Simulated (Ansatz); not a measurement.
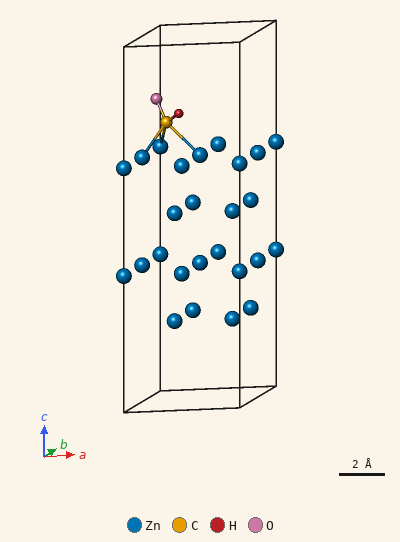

Figure 1. The structure as given in the input (ball-and-stick view of the cell of the calculation, with the vacuum cut short, seen slightly off an axis; bonded neighbours outside the cell are drawn too). An atom can appear more than once, as a periodic image.

**Zn₁₆HCO: geometry relaxation (part 1 of 2)**

The run: geometry relaxation of Zn₁₆HCO (slab, 19 atoms in the cell). Method and program: DFT PBE-D3(BJ), scalar-relativistic, plane waves, PAW, no spin polarisation (Ansatz 0.2.0).

The input holds or restrains some coordinates. Forces given for the steps count only the free coordinates. It belongs to a series of runs on one base structure; here: start relaxed.

**What the program printed**
```
band count auto-derived: 125 (N_el = 203.0; filled up to band 102; 122 by the electrons, moments and atoms)
Engine: ansatz 0.2.0, x86_64-unknown-linux-gnu
Pseudopotentials: kind: paw
Pseudopotential: Zn, paw, valence charge 12, recommended cutoff 420 eV (normal), Zn.paw.azcp
Pseudopotential: C, paw, valence charge 4, recommended cutoff 420 eV (normal), C.paw.azcp
Pseudopotential: H, paw, valence charge 1, recommended cutoff 420 eV (normal), H.paw.azcp
Pseudopotential: O, paw, valence charge 6, recommended cutoff 420 eV (normal), O.paw.azcp
Functional definition: PBE
  parameter kappa = 0.804
  parameter beta = 0.06672455060314922
  exchange = pbe_x(kappa = kappa, mu = beta*pi^2/3)
  correlation = pbe_c(beta = beta)
Crystal: 19 atoms, lattice volume = 475.639 Å³
Basis set: ecut = 420 eV, 9251 PW (Γ), exchange–correlation on 72×72×270 points (8 copies of the dense FFT grid, shifted against one another)
Bands: 125, of which v1, the nominal top of the filled ones, is band 102 counted from 1 (101 counted from 0)
Symmetry: 1 space group operations
Space group: P1 (ITA 1), of the structure as read, at distance tolerance 7.8e-5 Å
k-points: 10 of 16 (time reversal used)
Non-local potential: Zn, projectors of the file, l = 0: 2, l = 1: 2, l = 2: 3, l = 3: 1
Non-local potential: C, projectors of the file, l = 0: 2, l = 1: 2, l = 2: 1
Non-local potential: H, projectors of the file, l = 0: 2, l = 1: 1
Non-local potential: O, projectors of the file, l = 0: 2, l = 1: 2, l = 2: 1
PAW form: soft (Blöchl's): semilocal exchange-correlation on the pseudo side does not see the compensation charge
PAW one-centre angular grid: Zn, 590 points (default); XC on 64 Gauss nodes
PAW one-centre angular grid: C, 110 points (default); XC on 64 Gauss nodes
PAW one-centre angular grid: H, 110 points (default); XC on 64 Gauss nodes
PAW one-centre angular grid: O, 110 points (default); XC on 64 Gauss nodes
Initial density: superposition of atomic densities (neutral atoms: chi_scale 0, normalization atom), corrected by the library's trained network
Initial wavefunctions: pseudopotential atomic-orbital guess
Functional: x = pbe(κ = 0.804, μ = 0.2195149727645171), c = pbe(β = 0.06672455060314922)
SCF iter   1: F=—  HF=-53939.602188 eV  |F-HF|=—  |Δ(HF+E_count)|=         —  Δρ=5.77e-3  dr2=2.58e0  ethr=1.77e-3  ⟨swp⟩=12.0  Hψ=7339  notcnv=0  defer=32
preconditioner: auto → LDOS  [metal: Δε(μ)=0.157 eV  Ē_g=10.732 eV  σ=0.150 eV  W_gap=0.26  n_scr=86 (ndim 8)  ℏωp=24.3 eV  f_vac=0.412  D(μ)=5.52/eV (n_scr^D=26)  β→1.0]
SCF iter   2: F=—  HF=-53939.480995 eV  |F-HF|=—  |Δ(HF+E_count)|=   1.21e-1  Δρ=3.49e-3  dr2=1.03e-1  ethr=1.27e-3  ⟨swp⟩=2.2  Hψ=1598  notcnv=0  defer=46
SCF iter   3: F=—  HF=-53939.475584 eV  |F-HF|=—  |Δ(HF+E_count)|=   5.41e-3  Δρ=2.91e-3  dr2=4.56e-2  ethr=5.08e-5  ⟨swp⟩=2.0  Hψ=2383  notcnv=0  defer=46
SCF iter   4: F=—  HF=-53939.463761 eV  |F-HF|=—  |Δ(HF+E_count)|=   1.18e-2  Δρ=5.77e-4  dr2=4.67e-3  ethr=2.25e-5  ⟨swp⟩=2.0  Hψ=2170  notcnv=0  defer=46
SCF iter   5: F=—  HF=-53939.463055 eV  |F-HF|=—  |Δ(HF+E_count)|=   7.05e-4  Δρ=1.27e-4  dr2=3.35e-4  ethr=2.30e-6  ⟨swp⟩=2.3  Hψ=2376  notcnv=0  defer=46
SCF iter   6: F=-53939.463047 eV  HF=-53939.463077 eV  |F-HF|=2.98e-5  |Δ(HF+E_count)|=   2.20e-5  Δρ=7.16e-5  dr2=3.88e-5  ethr=4.93e-8  ⟨swp⟩=3.9  Hψ=5890  notcnv=0
SCF 1 converged in 6 iterations: F = -53939.463047 eV  dr2 = 3.88e-5
  greatest PAW one-centre occupation: 0.984 electrons in one spin orbital (limit 2), on the Zn atom at site 15 (counted from 0), in its partial waves of l = 2
relax step   1: F+E_penalty+E_count = -53939.46304748 eV  Δ(F+E_penalty+E_count) = +0.000e0 eV  max|allowed force component| = 3.611e0 eV/Å  Δτ_max = 0.0000 Å  (6 SCF iters, dr2 threshold 1.00e-4 eV, accepted)
Initial density: handed on by an earlier stage of this run
Initial wavefunctions: those handed on with the density
iter 1 solved again at ethr=7.54e-5 eV; its pass at ethr=3.10e-3 eV (dr2=1.53e-1 eV) is discarded
SCF iter   1: F=—  HF=-53940.221395 eV  |F-HF|=—  |Δ(HF+E_count)|=         —  Δρ=6.61e-3  dr2=1.56e-1  ethr=7.54e-5  ⟨swp⟩=1.0  Hψ=6019  notcnv=0  defer=47
preconditioner: auto → LDOS  [metal: Δε(μ)=0.222 eV  Ē_g=10.682 eV  σ=0.150 eV  W_gap=0.35  n_scr=86 (ndim 8)  ℏωp=24.3 eV  f_vac=0.413  D(μ)=5.27/eV (n_scr^D=26)  β→1.0]
SCF iter   2: F=—  HF=-53940.201251 eV  |F-HF|=—  |Δ(HF+E_count)|=   2.01e-2  Δρ=3.02e-3  dr2=3.72e-2  ethr=7.54e-5  ⟨swp⟩=3.0  Hψ=2669  notcnv=0  defer=47
SCF iter   3: F=—  HF=-53940.193810 eV  |F-HF|=—  |Δ(HF+E_count)|=   7.44e-3  Δρ=1.81e-3  dr2=9.83e-3  ethr=1.83e-5  ⟨swp⟩=2.0  Hψ=2326  notcnv=0  defer=48
SCF iter   4: F=—  HF=-53940.189560 eV  |F-HF|=—  |Δ(HF+E_count)|=   4.25e-3  Δρ=2.96e-4  dr2=3.72e-4  ethr=4.84e-6  ⟨swp⟩=2.0  Hψ=2195  notcnv=0  defer=48
SCF iter   5: F=-53940.189567 eV  HF=-53940.189566 eV  |F-HF|=1.57e-6  |Δ(HF+E_count)|=   5.28e-6  Δρ=8.59e-5  dr2=4.06e-5  ethr=4.93e-8  ⟨swp⟩=3.8  Hψ=6027  notcnv=0
SCF 2 converged in 5 iterations: F = -53940.189567 eV  dr2 = 4.06e-5
  greatest PAW one-centre occupation: 0.984 electrons in one spin orbital (limit 2), on the Zn atom at site 12 (counted from 0), in its partial waves of l = 2
relax step   2: F+E_penalty+E_count = -53940.18956711 eV  Δ(F+E_penalty+E_count) = -7.265e-1 eV  max|allowed force component| = 2.607e0 eV/Å  Δτ_max = 0.1901 Å  (5 SCF iters, dr2 threshold 1.00e-4 eV, accepted)
SCF iter   1: F=—  HF=-53940.626674 eV  |F-HF|=—  |Δ(HF+E_count)|=         —  Δρ=9.27e-3  dr2=3.53e-1  ethr=1.03e-3  ⟨swp⟩=4.5  Hψ=4555  notcnv=0  defer=48
preconditioner: auto → LDOS  [metal: Δε(μ)=0.220 eV  Ē_g=10.705 eV  σ=0.150 eV  W_gap=0.35  n_scr=86 (ndim 8)  ℏωp=24.3 eV  f_vac=0.415  D(μ)=5.00/eV (n_scr^D=14)  β→1.0]
SCF iter   2: F=—  HF=-53940.595066 eV  |F-HF|=—  |Δ(HF+E_count)|=   3.16e-2  Δρ=3.90e-3  dr2=6.88e-2  ethr=1.74e-4  ⟨swp⟩=2.0  Hψ=2640  notcnv=0  defer=50
SCF iter   3: F=—  HF=-53940.582713 eV  |F-HF|=—  |Δ(HF+E_count)|=   1.24e-2  Δρ=2.27e-3  dr2=1.55e-2  ethr=3.39e-5  ⟨swp⟩=2.3  Hψ=2360  notcnv=0  defer=50
SCF iter   4: F=—  HF=-53940.576274 eV  |F-HF|=—  |Δ(HF+E_count)|=   6.44e-3  Δρ=5.05e-4  dr2=1.10e-3  ethr=7.64e-6  ⟨swp⟩=2.0  Hψ=2221  notcnv=0  defer=49
SCF iter   5: F=—  HF=-53940.576069 eV  |F-HF|=—  |Δ(HF+E_count)|=   2.05e-4  Δρ=1.16e-4  dr2=5.89e-5  ethr=5.40e-7  ⟨swp⟩=2.0  Hψ=2240  notcnv=0  defer=49
SCF iter   6: F=-53940.576101 eV  HF=-53940.576105 eV  |F-HF|=4.30e-6  |Δ(HF+E_count)|=   3.64e-5  Δρ=4.79e-5  dr2=8.07e-6  ethr=2.90e-8  ⟨swp⟩=4.9  Hψ=5013  notcnv=0
[...]
relax step   3: F+E_penalty+E_count = -53940.57610073 eV  Δ(F+E_penalty+E_count) = -3.865e-1 eV  max|allowed force component| = 2.085e0 eV/Å  Δτ_max = 0.1947 Å  (6 SCF iters, dr2 threshold 1.00e-4 eV, accepted)
preconditioner: auto → LDOS  [metal: Δε(μ)=0.125 eV  Ē_g=10.768 eV  σ=0.150 eV  W_gap=0.20  n_scr=86 (ndim 8)  ℏωp=24.3 eV  f_vac=0.420  D(μ)=5.16/eV (n_scr^D=14)  β→1.0]
relax step   4: F+E_penalty+E_count = -53940.74809803 eV  Δ(F+E_penalty+E_count) = -1.720e-1 eV  max|allowed force component| = 4.850e-1 eV/Å  Δτ_max = 0.2000 Å  (6 SCF iters, dr2 threshold 1.00e-4 eV, accepted)
preconditioner: auto → LDOS  [metal: Δε(μ)=0.088 eV  Ē_g=10.754 eV  σ=0.150 eV  W_gap=0.15  n_scr=86 (ndim 8)  ℏωp=24.3 eV  f_vac=0.421  D(μ)=5.56/eV (n_scr^D=26)  β→1.0]
relax step   5: F+E_penalty+E_count = -53940.90558286 eV  Δ(F+E_penalty+E_count) = -1.575e-1 eV  max|allowed force component| = 3.525e-1 eV/Å  Δτ_max = 0.1999 Å  (7 SCF iters, dr2 threshold 1.47e-5 eV, accepted)
preconditioner: auto → LDOS  [metal: Δε(μ)=0.043 eV  Ē_g=10.748 eV  σ=0.150 eV  W_gap=0.07  n_scr=86 (ndim 8)  ℏωp=24.3 eV  f_vac=0.421  D(μ)=6.04/eV (n_scr^D=38)  β→1.0]
  greatest PAW one-centre occupation: 0.983 electrons in one spin orbital (limit 2), on the Zn atom at site 12 (counted from 0), in its partial waves of l = 2
relax step   6: F+E_penalty+E_count = -53940.99403908 eV  Δ(F+E_penalty+E_count) = -8.846e-2 eV  max|allowed force component| = 2.948e-1 eV/Å  Δτ_max = 0.1949 Å  (8 SCF iters, dr2 threshold 7.77e-6 eV, accepted)
preconditioner: auto → LDOS  [metal: Δε(μ)=0.075 eV  Ē_g=10.740 eV  σ=0.150 eV  W_gap=0.12  n_scr=86 (ndim 8)  ℏωp=24.3 eV  f_vac=0.420  D(μ)=5.76/eV (n_scr^D=26)  β→1.0]
  greatest PAW one-centre occupation: 0.983 electrons in one spin orbital (limit 2), on the Zn atom at site 14 (counted from 0), in its partial waves of l = 2
relax step   7: F+E_penalty+E_count = -53940.98822458 eV  Δ(F+E_penalty+E_count) = +5.815e-3 eV  max|allowed force component| = 1.768e0 eV/Å  Δτ_max = 0.1952 Å  (6 SCF iters, dr2 threshold 4.59e-5 eV, rejected (line search))
preconditioner: auto → LDOS  [metal: Δε(μ)=0.025 eV  Ē_g=10.777 eV  σ=0.150 eV  W_gap=0.04  n_scr=86 (ndim 8)  ℏωp=24.3 eV  f_vac=0.420  D(μ)=5.88/eV (n_scr^D=26)  β→1.0]
relax step   8: F+E_penalty+E_count = -53941.04442827 eV  Δ(F+E_penalty+E_count) = -5.039e-2 eV  max|allowed force component| = 2.881e-1 eV/Å  Δτ_max = 0.0951 Å  (9 SCF iters, accepted)
preconditioner: auto → LDOS  [metal: Δε(μ)=0.034 eV  Ē_g=10.771 eV  σ=0.150 eV  W_gap=0.06  n_scr=86 (ndim 8)  ℏωp=24.3 eV  f_vac=0.420  D(μ)=5.98/eV (n_scr^D=26)  β→1.0]
relax step   9: F+E_penalty+E_count = -53941.07479787 eV  Δ(F+E_penalty+E_count) = -3.037e-2 eV  max|allowed force component| = 2.693e-1 eV/Å  Δτ_max = 0.0975 Å  (6 SCF iters, dr2 threshold 5.81e-5 eV, accepted)
preconditioner: auto → LDOS  [metal: Δε(μ)=0.027 eV  Ē_g=10.753 eV  σ=0.150 eV  W_gap=0.04  n_scr=86 (ndim 8)  ℏωp=24.3 eV  f_vac=0.419  D(μ)=6.08/eV (n_scr^D=38)  β→1.0]
relax step  10: F+E_penalty+E_count = -53941.10302062 eV  Δ(F+E_penalty+E_count) = -2.822e-2 eV  max|allowed force component| = 1.876e-1 eV/Å  Δτ_max = 0.1500 Å  (6 SCF iters, dr2 threshold 6.33e-5 eV, accepted)
preconditioner: auto → LDOS  [metal: Δε(μ)=0.050 eV  Ē_g=10.729 eV  σ=0.150 eV  W_gap=0.08  n_scr=86 (ndim 8)  ℏωp=24.3 eV  f_vac=0.417  D(μ)=6.17/eV (n_scr^D=38)  β→1.0]
relax step  11: F+E_penalty+E_count = -53941.12992741 eV  Δ(F+E_penalty+E_count) = -2.691e-2 eV  max|allowed force component| = 9.968e-2 eV/Å  Δτ_max = 0.2000 Å  (7 SCF iters, dr2 threshold 1.71e-5 eV, accepted)
preconditioner: auto → LDOS  [metal: Δε(μ)=0.024 eV  Ē_g=10.725 eV  σ=0.150 eV  W_gap=0.04  n_scr=86 (ndim 8)  ℏωp=24.3 eV  f_vac=0.415  D(μ)=6.21/eV (n_scr^D=38)  β→1.0]
relax step  12: F+E_penalty+E_count = -53941.14763199 eV  Δ(F+E_penalty+E_count) = -1.770e-2 eV  max|allowed force component| = 9.109e-2 eV/Å  Δτ_max = 0.1919 Å  (9 SCF iters, accepted)
preconditioner: auto → LDOS  [metal: Δε(μ)=0.044 eV  Ē_g=10.728 eV  σ=0.150 eV  W_gap=0.07  n_scr=86 (ndim 8)  ℏωp=24.3 eV  f_vac=0.414  D(μ)=6.28/eV (n_scr^D=38)  β→1.0]
relax step  13: F+E_penalty+E_count = -53941.15503928 eV  Δ(F+E_penalty+E_count) = -7.407e-3 eV  max|allowed force component| = 3.443e-1 eV/Å  Δτ_max = 0.1947 Å  (11 SCF iters, accepted)
preconditioner: auto → LDOS  [metal: Δε(μ)=0.027 eV  Ē_g=10.690 eV  σ=0.150 eV  W_gap=0.04  n_scr=86 (ndim 8)  ℏωp=24.3 eV  f_vac=0.413  D(μ)=6.18/eV (n_scr^D=38)  β→1.0]
relax step  14: F+E_penalty+E_count = -53941.10188494 eV  Δ(F+E_penalty+E_count) = +5.315e-2 eV  max|allowed force component| = 1.245e0 eV/Å  Δτ_max = 0.1957 Å  (7 SCF iters, dr2 threshold 9.90e-5 eV, rejected (line search))
preconditioner: auto → LDOS  [metal: Δε(μ)=0.026 eV  Ē_g=10.711 eV  σ=0.150 eV  W_gap=0.04  n_scr=86 (ndim 8)  ℏωp=24.3 eV  f_vac=0.414  D(μ)=6.28/eV (n_scr^D=38)  β→1.0]
relax step  15: F+E_penalty+E_count = -53941.16512741 eV  Δ(F+E_penalty+E_count) = -1.009e-2 eV  max|allowed force component| = 1.862e-1 eV/Å  Δτ_max = 0.0978 Å  (9 SCF iters, accepted)
preconditioner: auto → LDOS  [metal: Δε(μ)=0.046 eV  Ē_g=10.703 eV  σ=0.150 eV  W_gap=0.08  n_scr=86 (ndim 8)  ℏωp=24.3 eV  f_vac=0.414  D(μ)=6.27/eV (n_scr^D=38)  β→1.0]
relax step  16: F+E_penalty+E_count = -53941.17106034 eV  Δ(F+E_penalty+E_count) = -5.933e-3 eV  max|allowed force component| = 1.216e-1 eV/Å  Δτ_max = 0.0996 Å  (6 SCF iters, dr2 threshold 1.01e-5 eV, accepted)
preconditioner: auto → LDOS  [metal: Δε(μ)=0.035 eV  Ē_g=10.701 eV  σ=0.150 eV  W_gap=0.06  n_scr=86 (ndim 8)  ℏωp=24.3 eV  f_vac=0.414  D(μ)=6.28/eV (n_scr^D=38)  β→1.0]
relax step  17: F+E_penalty+E_count = -53941.17569122 eV  Δ(F+E_penalty+E_count) = -4.631e-3 eV  max|allowed force component| = 1.287e-1 eV/Å  Δτ_max = 0.1463 Å  (9 SCF iters, accepted)
preconditioner: auto → LDOS  [metal: Δε(μ)=0.052 eV  Ē_g=10.716 eV  σ=0.150 eV  W_gap=0.09  n_scr=86 (ndim 8)  ℏωp=24.3 eV  f_vac=0.413  D(μ)=6.27/eV (n_scr^D=38)  β→1.0]
relax step  18: F+E_penalty+E_count = -53941.17966722 eV  Δ(F+E_penalty+E_count) = -3.976e-3 eV  max|allowed force component| = 1.713e-1 eV/Å  Δτ_max = 0.1950 Å  (7 SCF iters, dr2 threshold 7.06e-6 eV, accepted)
preconditioner: auto → LDOS  [metal: Δε(μ)=0.006 eV  Ē_g=10.701 eV  σ=0.150 eV  W_gap=0.01  n_scr=86 (ndim 8)  ℏωp=24.3 eV  f_vac=0.413  D(μ)=6.29/eV (n_scr^D=38)  β→1.0]
relax step  19: F+E_penalty+E_count = -53941.18229083 eV  Δ(F+E_penalty+E_count) = -2.624e-3 eV  max|allowed force component| = 1.712e-1 eV/Å  Δτ_max = 0.1161 Å  (6 SCF iters, dr2 threshold 2.94e-5 eV, accepted)
preconditioner: auto → LDOS  [metal: Δε(μ)=0.038 eV  Ē_g=10.696 eV  σ=0.150 eV  W_gap=0.06  n_scr=86 (ndim 8)  ℏωp=24.3 eV  f_vac=0.413  D(μ)=6.29/eV (n_scr^D=38)  β→1.0]
relax step  20: F+E_penalty+E_count = -53941.18452799 eV  Δ(F+E_penalty+E_count) = -2.237e-3 eV  max|allowed force component| = 3.984e-2 eV/Å  Δτ_max = 0.1012 Å  (6 SCF iters, dr2 threshold 2.92e-5 eV, accepted)
preconditioner: auto → LDOS  [metal: Δε(μ)=0.048 eV  Ē_g=10.693 eV  σ=0.150 eV  W_gap=0.08  n_scr=86 (ndim 8)  ℏωp=24.3 eV  f_vac=0.413  D(μ)=6.28/eV (n_scr^D=38)  β→1.0]
relax step  21: F+E_penalty+E_count = -53941.18453622 eV  Δ(F+E_penalty+E_count) = -8.228e-6 eV  max|allowed force component| = 4.009e-2 eV/Å  Δτ_max = 0.0000 Å  (5 SCF iters, accepted)
```

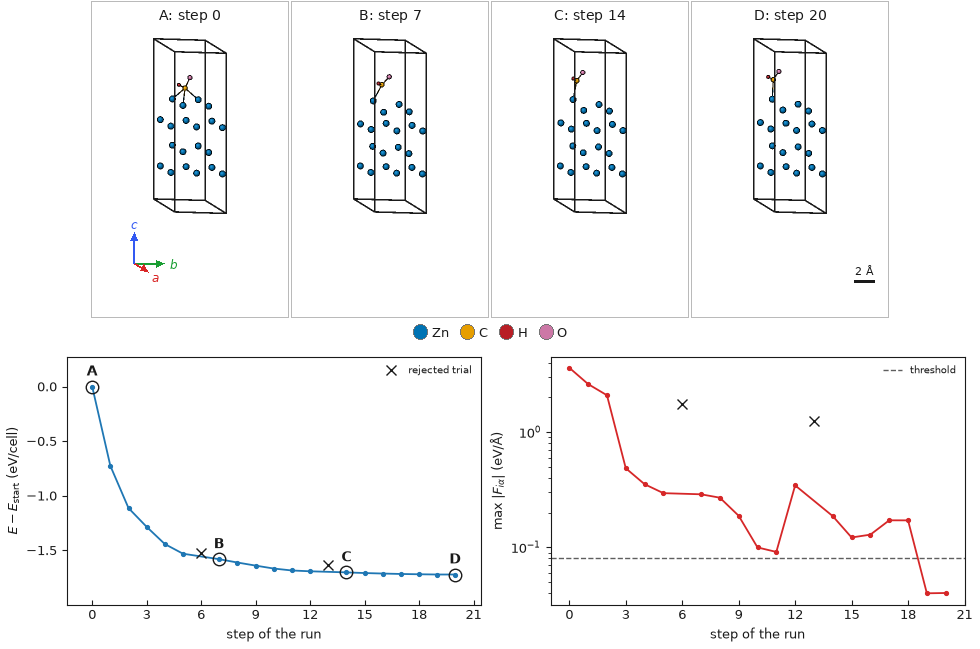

Figure 2. Frames of the restrained relaxation (ball-and-stick view of the cell of the calculation, with the vacuum cut short (origin shifted), seen slightly off an axis) above the curves, on which the letters mark them (the first geometry is step 0 here and step 1 in the log).

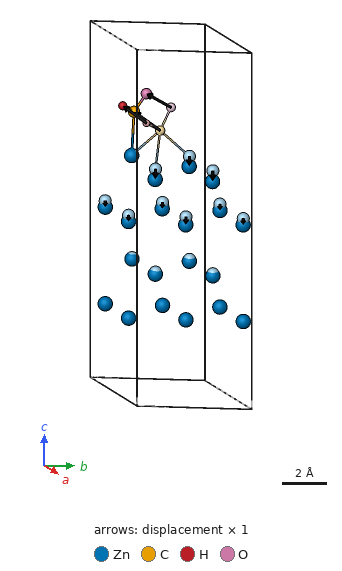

Figure 3. Start (faint) and end (solid) with the displacements as black arrows, at true length (ball-and-stick view of the cell of the calculation, with the vacuum cut short (origin shifted), seen slightly off an axis). O19 moves most: 1.67 Å. By element the largest moves are O 1.67 Å, C 1.63 Å, H 1.47 Å, Zn 0.52 Å. The cell stays as it was. Distances before and after: Zn13–C17 2.023 → 3.602 Å, Zn16–C17 2.132 → 3.672 Å, C17–H18 1.098 → 1.124 Å, Zn15–C17 2.082 → 2.092 Å. Bonds break: Zn13–C17 (2.02 → 3.60 Å), Zn16–C17 (2.13 → 3.67 Å). Among the angles that change: H18–C17–O19 98.2° → 120.4°, Zn15–C17–H18 103.8° → 115.8°, Zn15–C17–O19 126.7° → 123.8°. After 20 geometry steps the energy has fallen by 1.721 eV per cell of the calculation. Largest force component: 3.6 eV/Å at the start, 0.04 eV/Å at the end. The line search rejected the trial steps at points 6, 13 (counted from 0) and went back. (Atoms are counted from 1 in the order of the input.)

```
Free energy (F): -53941.184536 eV
Harris-Foulkes:  -53941.184536 eV  (|F-HF|=4.31e-9)
Internal energy: -53940.745986 eV  (E = F + TS)
E sigma→0 (E₀):  -53940.965261 eV
Entropy (-TS):   -0.438551 eV (-23.082 meV/atom)
Fermi energy:    3.827202 eV
[...]
--- Per-component energies (eV) ---
  E_band       = -644.332741
  E_kinetic    = 2370.423416
  E_local      = -139823.880865  (includes V_loc(G=0)·N_el)
  E_nonlocal   = 9841.614590
  E_hartree    = 67136.001468
  E_xc         = -2331.801806
  E_vxc        = -1003.440989  (∫ρ·V_xc dr)
  E_paw        = -29448.867320  (= ΣΔE_a)
  E_vpaw       = -6301.038250  (= ΣTr[D̂ρ^β])
  E_aug_tail   = -0.004833  (compensation charges beyond the density's cutoff)
  E_ewald      = 38321.309661
  E_disp       = -5.540298  (pairwise vdW)
  E_smearing   = -0.438551  (= −TS)
  E_closure    = -0.000000  (closes the sum)
  Σ components = -53941.184536   (vs F -53941.184536, Δ=0.00e0)
--- Forces (eV/Å), atoms counted from 1 ---
  atom   1  Zn     0.00718104     0.00137571     0.01456668
  atom   2  Zn    -0.01336952     0.01520692     0.00728653
  atom   3  Zn     0.00921752    -0.01697750     0.00499634
  atom   4  Zn    -0.01547392    -0.00401793    -0.00606639
  atom   5  Zn     0.00036996     0.00118794     0.00059953
  atom   6  Zn     0.00086304     0.00045989    -0.00096451
  atom   7  Zn     0.00031799    -0.00014013    -0.00100009
  atom   8  Zn     0.00111493    -0.00070318     0.00125511
  atom   9  Zn     0.00129624    -0.00154490    -0.00555216
  atom  10  Zn    -0.00101898    -0.00107260     0.00099996
  atom  11  Zn     0.00014155    -0.00107421     0.00070060
  atom  12  Zn     0.00184158     0.00137039    -0.00051372
  atom  13  Zn     0.00328512     0.00140715    -0.00135187
  atom  14  Zn     0.00151409     0.00149256     0.00080969
  atom  15  Zn     0.01676193    -0.00040803    -0.02690807
  atom  16  Zn     0.00119749     0.00237275     0.00268158
  atom  17  C     -0.04008957     0.03418249     0.03417570
  atom  18  H      0.01750139    -0.03364923    -0.01416174
  atom  19  O      0.00732363     0.00055102    -0.01160754
  max |Σ_I F_I| component: 5.44e-5 eV/Å
```
